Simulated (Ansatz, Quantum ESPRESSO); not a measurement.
# Work-function anisotropy of Ag, part 2 of 6

Wanted: work functions of Ag face by face, under two functionals.

Quantum ESPRESSO 7.5; plane-wave DFT, PBE, GBRV ultrasoft pseudopotentials; geometry and cross-check by Ansatz 0.2.0 with PAW datasets.

So far. Step 2 (Relaxation with Ansatz of (111)): The relaxation lowers the energy by 3 meV an atom. Held were the atoms numbered 3; the forces quoted are those on the free ones.

### Step 3. Ground state of (111), PBE

Both faces of the slab are alike, so a plain periodic cell serves and symmetry is kept.

Level of this step: plane-wave DFT, PBE, GBRV ultrasoft pseudopotentials (Quantum ESPRESSO 7.5).

File 111.pbe.in:

```
&control
  prefix = '111.pbe'
  outdir = './out'
  pseudo_dir = './pseudo'
  calculation = 'scf'
  tprnfor = .true.
/
&system
  ibrav = 0
  nat = 5
  ntyp = 1
  ecutwfc = 40
  ecutrho = 200
  occupations = 'smearing'
  smearing = 'mv'
  degauss = 0.02
/
&electrons
  conv_thr = 1e-07
  mixing_beta = 0.4
  electron_maxstep = 120
  mixing_mode = 'local-TF'
/
ATOMIC_SPECIES
  Ag  107.8682  ag_pbe_v1.4.uspp.F.UPF
CELL_PARAMETERS angstrom
  2.89206673507891 0.00000000002887 0.00000000000000
  1.44603336751446 2.50460326203269 0.00000000000000
  0.00000000000000 0.00000000000000 25.44545040390000
ATOMIC_POSITIONS crystal
  Ag  0.666666666667 0.666666666667 0.310231324195
  Ag  -0.000000000000 0.000000000000 0.405682292935
  Ag  0.333333333333 0.333333333333 0.500000000000
  Ag  0.666666666667 0.666666666667 0.594317635494
  Ag  0.000000000000 -0.000000000000 0.689768532101
K_POINTS automatic
  12 12 1 0 0 0
```

Started as:

```sh
$ OMP_NUM_THREADS=1 mpirun -n 4 pw.x -nk 4 -in 111.pbe.in > 111.pbe.out
```

What it wrote:

```text
Program PWSCF v.7.5 starts
[citation notice left out]

     Parallel version (MPI & OpenMP), running on       4 processor cores
     Number of MPI processes:                 4
     Threads/MPI process:                     1

     MPI processes distributed on     1 nodes
[...]
Current dimensions of program PWSCF are:
     Max number of different atomic species (ntypx) = 10
     Max number of k-points (npk) =  40000
     Max angular momentum in pseudopotentials (lmaxx) =  4
     Message from routine setup:
     using ibrav=0 with symmetry is DISCOURAGED, use correct ibrav instead

     K-points division:     npool     =       4
     Subspace diagonalization in iterative solution of the eigenvalue problem:
     a serial algorithm will be used

     G-vector sticks info
     --------------------
     sticks:   dense  smooth     PW     G-vecs:    dense   smooth      PW
     Sum         421     313    109                59581    42109    7911

     Using Slab Decomposition

     bravais-lattice index     =            0
     lattice parameter (alat)  =       5.4652  a.u.
     unit-cell volume          =    1243.8099 (a.u.)^3
     number of atoms/cell      =            5
     number of atomic types    =            1
     number of electrons       =        95.00
     number of Kohn-Sham states=           58
     kinetic-energy cutoff     =      40.0000  Ry
     charge density cutoff     =     200.0000  Ry
     scf convergence threshold =      1.0E-07
     mixing beta               =       0.4000
     number of iterations used =            8  local-TF  mixing
     Exchange-correlation=  SLA  PW   PBX  PBC
                           (   1   4   3   4   0   0   0)

     celldm(1)=   5.465214  celldm(2)=   0.000000  celldm(3)=   0.000000
     celldm(4)=   0.000000  celldm(5)=   0.000000  celldm(6)=   0.000000

     crystal axes: (cart. coord. in units of alat)
               a(1) = (   1.000000   0.000000   0.000000 )
               a(2) = (   0.500000   0.866025   0.000000 )
               a(3) = (   0.000000   0.000000   8.798362 )

     reciprocal axes: (cart. coord. in units 2 pi/alat)
               b(1) = (  1.000000 -0.577350  0.000000 )
               b(2) = ( -0.000000  1.154701  0.000000 )
               b(3) = (  0.000000  0.000000  0.113658 )

     PseudoPot. # 1 for Ag read from file:
     ./pseudo/ag_pbe_v1.4.uspp.F.UPF
     Pseudo is Ultrasoft + core correction, Zval = 19.0
     Generated by new atomic code, or converted to UPF format
     Using radial grid of  887 points,  6 beta functions with:
                l(1) =   0
                l(2) =   0
                l(3) =   1
                l(4) =   1
                l(5) =   2
                l(6) =   2
     Q(r) pseudized with  6 coefficients,  rinner =    1.300   1.300   1.300
                                                       1.300   1.300

     atomic species   valence    mass     pseudopotential
     Ag               19.00   107.86820     Ag( 1.00)

     12 Sym. Ops., with inversion, found ( 6 have fractional translation)

   Cartesian axes

     site n.     atom                  positions (alat units)
         1        Ag     tau(   1) = (   1.0000000   0.5773503   2.7295275  )
         2        Ag     tau(   2) = (   0.0000000   0.0000000   3.5693397  )
         3        Ag     tau(   3) = (   0.5000000   0.2886751   4.3991811  )
         4        Ag     tau(   4) = (   1.0000000   0.5773503   5.2290218  )
         5        Ag     tau(   5) = (   0.0000000   0.0000000   6.0688333  )

     number of k points=    19  Marzari-Vanderbilt smearing, width (Ry)=  0.0200
                       cart. coord. in units 2pi/alat
        k(    1) = (   0.0000000   0.0000000   0.0000000), wk =   0.0138889
        k(    2) = (  -0.0000000   0.0962250   0.0000000), wk =   0.0833333
        k(    3) = (  -0.0000000   0.1924501   0.0000000), wk =   0.0833333
        k(    4) = (  -0.0000000   0.2886751   0.0000000), wk =   0.0833333
        k(    5) = (  -0.0000000   0.3849002   0.0000000), wk =   0.0833333
        k(    6) = (  -0.0000000   0.4811252   0.0000000), wk =   0.0833333
        k(    7) = (   0.0000000  -0.5773503   0.0000000), wk =   0.0416667
        k(    8) = (   0.0833333   0.1443376   0.0000000), wk =   0.0833333
        k(    9) = (   0.0833333   0.2405626   0.0000000), wk =   0.1666667
        k(   10) = (   0.0833333   0.3367877   0.0000000), wk =   0.1666667
[...]
k(   19) = (   0.3333333  -0.5773503   0.0000000), wk =   0.0277778

     Dense  grid:    59581 G-vectors     FFT dimensions: (  27,  27, 225)

     Smooth grid:    42109 G-vectors     FFT dimensions: (  24,  24, 200)

     Estimated max dynamical RAM per process >     118.26 MB

     Estimated total dynamical RAM >     429.39 MB

     Initial potential from superposition of free atoms

     starting charge      92.4998, renormalised to      95.0000

     negative rho (up, down):  2.830E-03 0.000E+00
     Starting wfcs are   65 randomized atomic wfcs

     total cpu time spent up to now is        1.3 secs

     per-process dynamical memory:    68.1 Mb

     Self-consistent Calculation

     iteration #  1     ecut=    40.00 Ry     beta= 0.40
     Davidson diagonalization with overlap
     ethr =  1.00E-02,  avg # of iterations =  6.2

     negative rho (up, down):  2.786E-02 0.000E+00

     total cpu time spent up to now is        4.8 secs

     total energy              =   -1478.07638289 Ry
     estimated scf accuracy    <       7.71097645 Ry

     iteration #  2     ecut=    40.00 Ry     beta= 0.40
[...]
negative rho (up, down):  4.512E-02 0.000E+00

[...]
total energy              =   -1477.80975031 Ry
     estimated scf accuracy    <       1.63484847 Ry

     iteration #  3     ecut=    40.00 Ry     beta= 0.40
[...]
negative rho (up, down):  4.428E-02 0.000E+00

[...]
total energy              =   -1478.06031904 Ry
     estimated scf accuracy    <       0.02704373 Ry

     iteration #  4     ecut=    40.00 Ry     beta= 0.40
[...]
negative rho (up, down):  4.023E-02 0.000E+00

[...]
total energy              =   -1478.05730436 Ry
     estimated scf accuracy    <       0.01728630 Ry

     iteration #  5     ecut=    40.00 Ry     beta= 0.40
[...]
negative rho (up, down):  3.720E-02 0.000E+00

[...]
total energy              =   -1478.05725642 Ry
     estimated scf accuracy    <       0.00601168 Ry

     iteration #  6     ecut=    40.00 Ry     beta= 0.40
[...]
negative rho (up, down):  2.829E-02 0.000E+00

[...]
total energy              =   -1478.05565202 Ry
     estimated scf accuracy    <       0.00497541 Ry

     iteration #  7     ecut=    40.00 Ry     beta= 0.40
[...]
negative rho (up, down):  1.529E-02 0.000E+00

[...]
total energy              =   -1478.05407540 Ry
     estimated scf accuracy    <       0.00262893 Ry

     iteration #  8     ecut=    40.00 Ry     beta= 0.40
[...]
negative rho (up, down):  3.943E-03 0.000E+00

[...]
total energy              =   -1478.05328795 Ry
     estimated scf accuracy    <       0.00060385 Ry

     iteration #  9     ecut=    40.00 Ry     beta= 0.40
[...]
negative rho (up, down):  4.083E-03 0.000E+00

[...]
total energy              =   -1478.05345548 Ry
     estimated scf accuracy    <       0.00007350 Ry

     iteration # 10     ecut=    40.00 Ry     beta= 0.40
[...]
negative rho (up, down):  2.630E-03 0.000E+00

[...]
total energy              =   -1478.05344698 Ry
     estimated scf accuracy    <       0.00005532 Ry

     iteration # 11     ecut=    40.00 Ry     beta= 0.40
[...]
negative rho (up, down):  2.244E-03 0.000E+00

[...]
total energy              =   -1478.05345347 Ry
     estimated scf accuracy    <       0.00000648 Ry

     iteration # 12     ecut=    40.00 Ry     beta= 0.40
[...]
negative rho (up, down):  2.252E-03 0.000E+00

[...]
total energy              =   -1478.05345428 Ry
     estimated scf accuracy    <       0.00000046 Ry

     iteration # 13     ecut=    40.00 Ry     beta= 0.40
[...]
negative rho (up, down):  2.273E-03 0.000E+00

[...]
End of self-consistent calculation

          k = 0.0000 0.0000 0.0000 (  5425 PWs)   bands (ev):

   -86.3228 -86.3224 -86.2263 -86.1001 -86.0999 -49.8173 -49.7930 -49.7391
   -49.7391 -49.7385 -49.7385 -49.6911 -49.6294 -49.6294 -49.5491 -49.5488
   -49.5225 -49.5225 -49.5223 -49.5223  -1.7337  -1.1031  -0.5913  -0.4149
    -0.4075   0.8463   0.8833   0.9465   0.9465   1.0310   1.0310   1.0701
     1.0701   1.2475   1.2475   1.2699   1.2699   1.4361   1.9469   1.9469
     1.9998   1.9998   2.2548   2.2548   2.4693   2.4693   2.6369   2.6369
     2.8471   4.8726   5.7421   9.1564   9.6836   9.9670  11.3480  11.6481
    13.8791  13.9500

          k =-0.0000 0.0962 0.0000 (  5401 PWs)   bands (ev):

   -86.3221 -86.3216 -86.2256 -86.0993 -86.0991 -49.8151 -49.7922 -49.7476
   -49.7471 -49.7413 -49.7406 -49.6903 -49.6372 -49.6314 -49.5482 -49.5479
   -49.5305 -49.5303 -49.5246 -49.5244  -1.5444  -0.9212  -0.4611  -0.2723
    -0.2547   0.7864   0.8409   0.9018   0.9813   1.0383   1.0707   1.1244
     1.1480   1.1487   1.2319   1.3332   1.3374   1.3657   1.8709   1.8754
     1.9329   2.0125   2.0952   2.2524   2.3235   2.4608   2.4689   2.6427
     3.3520   5.1586   6.1483   9.3080   9.8506  10.0939  11.5064  11.8005
    14.0428  14.1008

          k =-0.0000 0.1925 0.0000 (  5383 PWs)   bands (ev):

   -86.3199 -86.3196 -86.2236 -86.0973 -86.0971 -49.8093 -49.7902 -49.7710
   -49.7694 -49.7470 -49.7463 -49.6896 -49.6585 -49.6369 -49.5527 -49.5525
   -49.5461 -49.5458 -49.5301 -49.5299  -1.0302  -0.4654  -0.1675   0.0260
     0.1380   0.5747   0.7191   0.7622   0.8724   1.0002   1.0992   1.2259
     1.2508   1.2995   1.3470   1.4048   1.4591   1.5291   1.6349   1.7438
     1.8234   1.8932   2.0159   2.1391   2.2401   2.4656   2.6565   2.7586
     4.0341   5.8465   7.1405   9.7574  10.3523  10.4948  11.9895  12.2600
    14.5251  14.5580

          k =-0.0000 0.2887 0.0000 (  5334 PWs)   bands (ev):

   -86.3170 -86.3167 -86.2208 -86.0944 -86.0942 -49.8077 -49.8004 -49.7953
   -49.7875 -49.7547 -49.7540 -49.6902 -49.6863 -49.6443 -49.5825 -49.5823
   -49.5432 -49.5430 -49.5377 -49.5375  -0.4666  -0.1666  -0.0652   0.1496
     0.2173   0.4017   0.5296   0.7599   0.8304   1.0400   1.1401   1.3105
     1.3143   1.5113   1.5778   1.6392   1.6937   1.7562   1.7991   1.8503
     2.0133   2.0697   2.1448   2.2518   2.2548   2.4628   2.6726   3.3099
     4.8439   6.7486   8.4334  10.4969  11.1818  11.2238  12.8004  13.0285
    15.2370  15.2773

          k =-0.0000 0.3849 0.0000 (  5320 PWs)   bands (ev):

   -86.3142 -86.3138 -86.2180 -86.0916 -86.0914 -49.8352 -49.8308 -49.7923
   -49.7849 -49.7626 -49.7617 -49.7133 -49.6908 -49.6518 -49.6124 -49.6122
   -49.5453 -49.5451 -49.5405 -49.5403  -0.3570  -0.2730  -0.1555  -0.1068
     0.0786   0.2035   0.2742   0.7462   0.8874   1.0081   1.2252   1.3436
     1.5017   1.5314   1.8324   1.9330   2.1486   2.1798   2.2428   2.3094
     2.4254   2.4360   2.4923   2.5566   2.7026   2.7096   3.1379   4.2735
     5.8857   7.8209   9.8469  11.4914  12.1431  12.2860  12.5059  13.1174
    13.9052  14.1245

          k =-0.0000 0.4811 0.0000 (  5272 PWs)   bands (ev):

   -86.3120 -86.3117 -86.2160 -86.0895 -86.0893 -49.8573 -49.8529 -49.7933
   -49.7794 -49.7681 -49.7672 -49.7303 -49.6922 -49.6571 -49.6338 -49.6336
   -49.5508 -49.5506 -49.5385 -49.5383  -0.4860  -0.4079  -0.3026  -0.2906
    -0.0533   0.0318   0.1102   0.6490   0.8153   0.8778   1.1428   1.4769
     1.5923   1.7149   1.9561   2.1624   2.3187   2.3598   2.5559   2.6195
     2.6203   2.6711   2.7853   2.8435   2.8579   4.3038   4.8038   5.7142
     7.0781   8.5991   9.9496  10.4761  11.1149  11.9198  13.0198  13.0951
    13.6500  13.9618

[...]
the Fermi energy is     5.6131 ev

!    total energy              =   -1478.05345433 Ry
     estimated scf accuracy    <       0.00000003 Ry
     smearing contrib. (-TS)   =       0.00000851 Ry
     internal energy E=F+TS    =   -1478.05346284 Ry

     The total energy is F=E-TS. E is the sum of the following terms:
     one-electron contribution =  -10636.06795462 Ry
     hartree contribution      =    5326.34392160 Ry
     xc contribution           =    -144.83619329 Ry
     ewald contribution        =    3976.50676348 Ry

     convergence has been achieved in  13 iterations

     negative rho (up, down):  2.273E-03 0.000E+00

     Forces acting on atoms (cartesian axes, Ry/au):

     atom    1 type  1   force =    -0.00000000    0.00000000   -0.00013497
     atom    2 type  1   force =    -0.00000000   -0.00000000   -0.00041470
     atom    3 type  1   force =     0.00000000    0.00000000    0.00000000
     atom    4 type  1   force =     0.00000000    0.00000000    0.00041470
     atom    5 type  1   force =     0.00000000   -0.00000000    0.00013497

     Total force =     0.000617     Total SCF correction =     0.000408
     SCF correction compared to forces is large: reduce conv_thr to get better values

[...]
=------------------------------------------------------------------------------=
   JOB DONE.
=------------------------------------------------------------------------------=
```

Run time: 40 s. Hardware: 4 MPI ranks of Arm Neoverse V2, shared host; peak memory 0.52 GiB.

Read from the output:

| Property | Result |
| --- | --- |
| free energy | -20109.9417 eV |
| Fermi energy | 5.613 eV |

### Step 4. Electrostatic potential of (111)

The vacuum level is read from the electrostatic potential (plot_num = 11), averaged over planes.

File 111.pbe.pot.in:

```
&inputpp
  prefix = '111.pbe'
  outdir = './out'
  filplot = '111.pbe.pot.dat'
  plot_num = 11
/
```

Started as:

```sh
$ OMP_NUM_THREADS=1 mpirun -n 4 pp.x -in 111.pbe.pot.in > 111.pbe.pot.out
```

What it wrote:

```text
[banner, memory and clock lines left out]
Program POST-PROC v.7.5 starts

          URL

     ./out/111.pbe.save/

     IMPORTANT: XC functional enforced from input :
     Exchange-correlation= PBE
                           (   1   4   3   4   0   0   0)
     Any further DFT definition will be discarded
     Please, verify this is what you really want

     negative rho (up, down):  2.273E-03 0.000E+00

     Calling punch_plot, plot_num =  11
     Writing data to file  111.pbe.pot.dat
     Message from routine chdens:
     namelist plot not found or invalid, exiting
```

Elapsed: 0.79 s, on 4 MPI ranks; peak memory 0.09 GiB; 2.8 s of CPU time.

Read from the output:

```
work function of the upper face                                       : 4.530 eV
slope of the potential above                                          : 4.80e-4 eV/Å
upper vacuum line continued to the top atoms, over the Fermi level    : 4.527 eV
work function of the lower face                                       : 4.530 eV
slope of the potential below                                          : -2.41e-4 eV/Å
lower vacuum line continued to the bottom atoms, over the Fermi level : 4.529 eV
```

The potential energy, planar mean oscillates, so the rows of the table below give means over windows of 2.49 Å about each position, cut where the curve ends. Its maxima inside the range that stand out by 2 % of the span (Å: eV): 9.0: 1.08, 11.5: 1.05, 13.9: 1.05, 16.4: 1.07. Its minima: 7.9: -22.5, 10.3: -22.7, 12.8: -22.3, 15.2: -22.7, 17.5: -22.5.

Electrostatic potential energy of an electron; zero at the Fermi level. Potential energy, planar mean against z; means over each step:

| z (Å) | potential energy, planar mean (eV) |
| --- | --- |
| 1.25 | 4.53 |
| 3.74 | 4.53 |
| 6.23 | 1.96 |
| 8.71 | -8.57 |
| 11.21 | -8.89 |
| 13.70 | -8.95 |
| 16.19 | -8.79 |
| 18.68 | -3.25 |
| 21.17 | 4.51 |
| 23.66 | 4.53 |

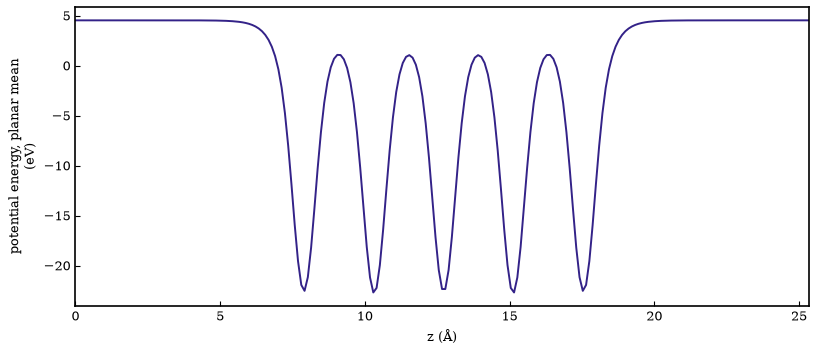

Potential energy, planar mean against z.

### Step 5. Self-consistent run of (111), PBEsol

The same atoms under a second functional.

Level of this step: plane-wave DFT, PBEsol, GBRV ultrasoft pseudopotentials (Quantum ESPRESSO 7.5).

111.pbesol.in is the input of step 3 with these lines changed:

```diff
@@ -1,3 +1,3 @@
 &control
-  prefix = '111.pbe'
+  prefix = '111.pbesol'
   outdir = './out'
@@ -24,3 +24,3 @@
 ATOMIC_SPECIES
-  Ag  107.8682  ag_pbe_v1.4.uspp.F.UPF
+  Ag  107.8682  ag_pbesol_v1.4.uspp.F.UPF
 CELL_PARAMETERS angstrom
```

Started as:

```sh
$ OMP_NUM_THREADS=1 mpirun -n 4 pw.x -nk 4 -in 111.pbesol.in > 111.pbesol.out
```

What it wrote:

```text
[banner, memory and clock lines left out]
Program PWSCF v.7.5 starts
[...]
Message from routine setup:
[...]
number of electrons       =        95.00
     number of Kohn-Sham states=           58
     kinetic-energy cutoff     =      40.0000  Ry
     charge density cutoff     =     200.0000  Ry
[...]
number of k points=    19  Marzari-Vanderbilt smearing, width (Ry)=  0.0200
[...]
Dense  grid:    59581 G-vectors     FFT dimensions: (  27,  27, 225)
[...]
negative rho (up, down):  2.825E-03 0.000E+00
     Starting wfcs are   65 randomized atomic wfcs
[...]
negative rho (up, down):  2.886E-02 0.000E+00
[...]
estimated scf accuracy    <       7.96975831 Ry
[...]
negative rho (up, down):  4.739E-02 0.000E+00
[...]
estimated scf accuracy    <       1.67538856 Ry
[...]
negative rho (up, down):  4.666E-02 0.000E+00
[...]
estimated scf accuracy    <       0.02592715 Ry
[...]
negative rho (up, down):  4.290E-02 0.000E+00
[...]
estimated scf accuracy    <       0.01764047 Ry
[...]
negative rho (up, down):  3.967E-02 0.000E+00
[...]
estimated scf accuracy    <       0.00708417 Ry
[...]
negative rho (up, down):  2.972E-02 0.000E+00
[...]
estimated scf accuracy    <       0.00560977 Ry
[...]
negative rho (up, down):  1.855E-02 0.000E+00
[...]
estimated scf accuracy    <       0.00262647 Ry
[...]
negative rho (up, down):  6.290E-03 0.000E+00
[...]
estimated scf accuracy    <       0.00085015 Ry
[...]
negative rho (up, down):  3.298E-03 0.000E+00
[...]
estimated scf accuracy    <       0.00005770 Ry
[...]
negative rho (up, down):  2.710E-03 0.000E+00
[...]
estimated scf accuracy    <       0.00001851 Ry
[...]
negative rho (up, down):  2.232E-03 0.000E+00
[...]
estimated scf accuracy    <       0.00000382 Ry
[...]
negative rho (up, down):  2.286E-03 0.000E+00
[...]
estimated scf accuracy    <       0.00000062 Ry
[...]
negative rho (up, down):  2.296E-03 0.000E+00
[...]
the Fermi energy is     5.4392 ev
!    total energy              =   -1477.67248790 Ry
     estimated scf accuracy    <       0.00000004 Ry
     smearing contrib. (-TS)   =      -0.00006459 Ry
     internal energy E=F+TS    =   -1477.67242331 Ry
[...]
one-electron contribution =  -10636.52560001 Ry
     hartree contribution      =    5325.67567317 Ry
     xc contribution           =    -143.32925995 Ry
     ewald contribution        =    3976.50676348 Ry
     convergence has been achieved in  13 iterations
     negative rho (up, down):  2.296E-03 0.000E+00
[...]
Total force =     0.016662     Total SCF correction =     0.001186
[...]
```

It took 41 s on 4 MPI ranks; peak memory 0.52 GiB.

This step gave:

```
free energy  : -20104.7584 eV
Fermi energy : 5.439 eV
```

### Step 6. Electrostatic potential of (111)

File 111.pbesol.pot.in:

```
&inputpp
  prefix = '111.pbesol'
  outdir = './out'
  filplot = '111.pbesol.pot.dat'
  plot_num = 11
/
```

Started as:

```sh
$ OMP_NUM_THREADS=1 mpirun -n 4 pp.x -in 111.pbesol.pot.in > 111.pbesol.pot.out
```

Run time: 0.79 s. Hardware: 4 MPI ranks; peak memory 0.1 GiB.

Read from the output:

| Quantity | Value |
| --- | --- |
| work function of the upper face | 4.665 eV |
| slope of the potential above | 4.20e-4 eV/Å |
| upper vacuum line continued to the top atoms, over the Fermi level | 4.663 eV |
| work function of the lower face | 4.665 eV |
| slope of the potential below | -1.97e-4 eV/Å |
| lower vacuum line continued to the bottom atoms, over the Fermi level | 4.664 eV |

On (111) the work function under PBEsol lies +0.14 eV from PBE's.

[end of part 2 of 6]

[Logs are printed without paths, hosts, clocks, repeated set-up lines and the standing remarks that a program may print on its own settings, such as how far it seeks lower states.]

[Hosts, paths, dates, database ids (printed as entryN), source tags and the programs' standing remarks are cut or masked in the printed files.]

[Maps of the electrostatic potential energy from Ansatz leave out the sawtooth potential of an applied field or a dipole correction, so their vacuum need not be flat; planar profiles and work functions include it.]
